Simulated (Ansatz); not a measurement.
# Starting-point dependence of the GW gap of SnI4O12 (P-1), part 2 of 2

Aim: G0W0 for SnI4O12 (P-1) on several starting functionals, at one mesh, band count and screening cutoff.

Ansatz 0.2.0; G0W0 on several functionals, plane waves, PAW. Known limits of the many-body steps: not at the basis limit; no spin-orbit coupling; coarse k mesh.

So far. Step 2 (G0W0 on PBE): The gap on the mesh goes from 2.75 eV to 4.11 eV, a correction of +1.37 eV. Between the two edge states, bare exchange in place of the xc potential would open the gap by 8.34 eV, and correlation takes back 6.97 eV. Step 3 (G0W0 on HSE06): Against the run with 4×2×2 mesh, 1000 empty bands, screening to 140 eV, PAW set soft_1 files on PBE, the gap moves by +0.70 eV, while the start moved by +1.26 eV.

In doubt: masses and optical values from hybrid runs of this build are listed as unsure (steps 3, 4), which bears on the screening that GW takes from such a start.

### 4. G0W0 on PBE0

This step: G0W0 on PBE0, plane waves, PAW; PAW set soft_1.

input.yaml

```yaml
crystal:
  lattice:
    - [5.0576, 0.0, 0.0]
    - [0.1062173362, 6.279901792, 0.0]
    - [0.1980229617, 0.3361895656, 8.3774187989]
  atoms:
    - { symbol: Sn, position: [0.0, 0.0, 0.5] }
    - { symbol: I, position: [0.5061148231, 0.7764667496, 0.237035738] }
    - { symbol: I, position: [0.4938851769, 0.2235332504, 0.762964262] }
    - { symbol: I, position: [0.9806449621, 0.6993687757, 0.8436912468] }
    - { symbol: I, position: [0.0193550379, 0.3006312243, 0.1563087532] }
    - { symbol: O, position: [0.782882709, 0.9590566929, 0.2966559641] }
    - { symbol: O, position: [0.217117291, 0.0409433071, 0.7033440359] }
    - { symbol: O, position: [0.3031160215, 0.7954234777, 0.4238411328] }
    - { symbol: O, position: [0.6968839785, 0.2045765223, 0.5761588672] }
    - { symbol: O, position: [0.8472236491, 0.7454330787, 0.6369154755] }
    - { symbol: O, position: [0.1527763509, 0.2545669213, 0.3630845245] }
    - { symbol: O, position: [0.8260917482, 0.4351970098, 0.8854019874] }
    - { symbol: O, position: [0.1739082518, 0.5648029902, 0.1145980126] }
    - { symbol: O, position: [0.6674548844, 0.5288324017, 0.2906575423] }
    - { symbol: O, position: [0.3325451156, 0.4711675983, 0.7093424577] }
    - { symbol: O, position: [0.7314164081, 0.8620142688, 0.9456220245] }
    - { symbol: O, position: [0.2685835919, 0.1379857312, 0.0543779755] }
kpoints:
  mp_grid: { grid: [4, 2, 2] }
hamiltonian:
  xc: pbe0
  pseudopotentials: { kind: paw, azcp: { folder: soft_1 } }
scf:
  occupations: { method: fixed }
gw:
  n_empty_bands: 1000
  ecut_chi: 140.0
  qp_bands: [v4, c4]
  qp_kpoints: band_edges
  screening: { model: contour_deformation }
```

The run is started by

```bash
$ ansatz run input.yaml --threads 2 --pin off --max-ram 92160MiB --backend cuda --events-out ev --progress --plain --runs-dir out --devices 1 --max-vram 13GiB
```

Numbers of over 12 decimals in the logs are rounded to 6 here.

The log of the run:

```text
GPUs: using 1 of 1 available (devices: 1).
[...]
GPU FFT provider: cuFFT
GPU libraries: cuBLAS 13.8.2, cuFFT 12.4.0, cuSOLVER 12.3.4
Crystal: 17 atoms, lattice volume = 266.077 Å³
Basis set: ecut = 420 eV, 5213 PW (Γ)
Bands: 94, of which v1, the nominal top of the filled ones, is band 77 counted from 1 (76 counted from 0)
Symmetry: 2 space group operations
[...]
k-points: 12 of 16
[...]
0    80     10.1930   -11.9662    -3.3777   -15.7843  0.8296    10.6348    10.6334  root
     0    81     10.4684   -13.1534    -3.4062   -17.0408  0.8273    10.9512    10.9495  root
[...]
11    78      9.4710   -13.8161    -3.2655   -17.5447  0.8307     9.9355     9.9341  root
    11    79     10.3336   -13.0089    -3.4674   -16.9506  0.8266    10.8094    10.8078  root
    11    80     10.3655   -13.2732    -3.4775   -17.2692  0.8262    10.8858    10.8839  root
    11    81     10.5311   -12.8274    -3.3977   -16.7203  0.8258    11.0281    11.0263  root
[key lines of the parts left out:]
Free energy (F): -42878.005435 eV
Fermi energy:    4.536253 eV
```

Wall time 4.7 min (1 × NVIDIA H100 80GB HBM3 (shared by 6 runs) with 2 threads of AMD EPYC 7R13 (Zen 3), shared host); peak memory 4.5 GiB.

This step gave:

```
bands summed                                 : 1077
RPA ε∞ on this mesh (eigenvalues)            : 3.053, 3.375, 3.420
plane waves in the screening matrix          : 987
G0W0 gap on the mesh                         : 5.032 eV
k of the valence top                         : 0, -0.5, -0.5
k of the conduction bottom                   : 0.25, -0.5, 0
starting gap on the mesh                     : 4.739 eV
least direct G0W0 gap on the computed points : 5.247 eV
```

Against the run with 4×2×2 mesh, 1000 empty bands, screening to 140 eV, PAW set soft_1 files on HSE06, the gap moves by +0.22 eV, while the start moved by +0.74 eV.

### 5. Side by side

All on the 4×2×2 mesh with 1000 empty bands and screening to 140 eV. Times are wall times on 1 × NVIDIA H100 80GB HBM3 (shared by 6 runs) with 2 threads of AMD EPYC 7R13 (Zen 3), shared host, good to a factor of about two.

```
start  starting gap (eV)  shift (eV)  G0W0 gap (eV)  RPA ε∞ (harmonic mean)  Z (valence, conduction)     time
  PBE               2.75       +1.37           4.11                    4.35               0.74, 0.78     66 s
HSE06               4.00       +0.81           4.81                    3.47               0.78, 0.82  5.7 min
 PBE0               4.74       +0.29           5.03                    3.27               0.80, 0.83  4.7 min
```

How the two edges are built up, in eV (the quasiparticle level is the starting level plus Σx plus Σc less Vxc):

```
  run               edge  start      Σx     Σc     Vxc     Z    QP
  PBE        valence top   5.86  -25.07   3.61  -20.91  0.74  5.30
  PBE  conduction bottom   8.61  -14.29  -3.36  -18.46  0.78  9.41
HSE06        valence top   4.92  -24.86   3.07  -21.69  0.78  4.82
HSE06  conduction bottom   8.92  -13.53  -3.39  -17.63  0.82  9.63
 PBE0        valence top   4.54  -24.86   2.95  -22.07  0.80  4.70
 PBE0  conduction bottom   9.28  -13.49  -3.31  -17.25  0.83  9.73
```

For a hybrid start, Vxc holds its share of exact exchange.

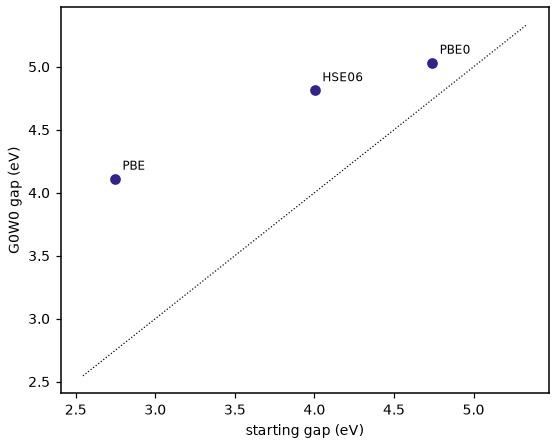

G0W0 gap against starting gap; on the dotted line the correction would vanish.

### 6. Outcome

```yaml
g0w0_pbe: 4.11 eV (start 2.75 eV)
g0w0_hse06: 4.81 eV (start 4.00 eV)
g0w0_pbe0: 5.03 eV (start 4.74 eV)
known_limits: not at the basis limit; no spin-orbit coupling; coarse k mesh
```

**Reading.** The starting gaps span 1.99 eV and the G0W0 gaps 0.92 eV. Between PBE and PBE0, 0.92 eV of the 1.99 eV survives, 46 %. PBE0 screens less than PBE (ε∞ 3.27 against 4.35). Of the 0.92 eV by which its G0W0 gap is higher, the correlation part gives +0.72 eV, and exchange with the one-particle terms, which follow the orbitals, +0.20 eV. The smallest correction, +0.29 eV, is on PBE0, the start nearest to reproducing itself. Bands and cutoff are finite, so the gap is not at the basis limit. The miss can reach some tenths of an eV and take either sign; the mesh is an error of its own. The 4×2×2 mesh is coarse for this cell (its supercell is 13 Å along the shortest edge). The RPA ε∞ on it, from the PBE start, is 3.98, 4.53 and 4.60; such meshes misread the long-range screening, most where the gap is narrow. The program warns that the mesh is coarse for exact exchange, which bears on the hybrid start's gap. The many-body steps are scalar-relativistic: spin-orbit coupling is not in them.

[Paths, hosts, dates, memory and timing lines, banners, echoed tables and standing remarks are left out of the program output.]

[Logs are printed without paths, hosts, clocks, repeated set-up lines and the standing remarks that a program may print on its own settings, such as how far it seeks lower states.]

[Runs of the session that timed out or met a known fault of the program may be left out.]

[Cells called generated may have been cut or substituted from an entry of the Crystallography Open Database or the Materials Project.]

[Hosts, paths, dates, database ids (printed as entryN), source tags and the programs' standing remarks are cut or masked in the printed files.]
